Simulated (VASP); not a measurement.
Band structure of Ga4As2P2 (ordered alloy cell). Computed with PBEsol GGA, VASP's PBE PAW potentials (set 64) (plane waves; VASP).

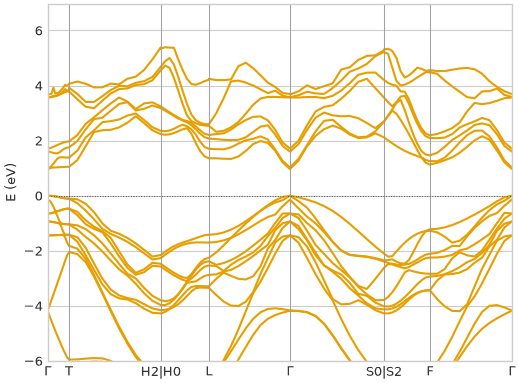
Fig. 1. Bands along high-symmetry lines, zero at the valence-band maximum or, without a gap, the Fermi level

Question: Read the plot: is there a gap, and where are the band edges?

Answer: The gap is direct, 0.97 eV, from the valence maximum at Γ to the conduction minimum at Γ. (Edges off the drawn lines would not show.)

The structure was generated: Ga4As2P2 was put into an ordered model structure (R3m), which need not be its known phase. It was relaxed first.
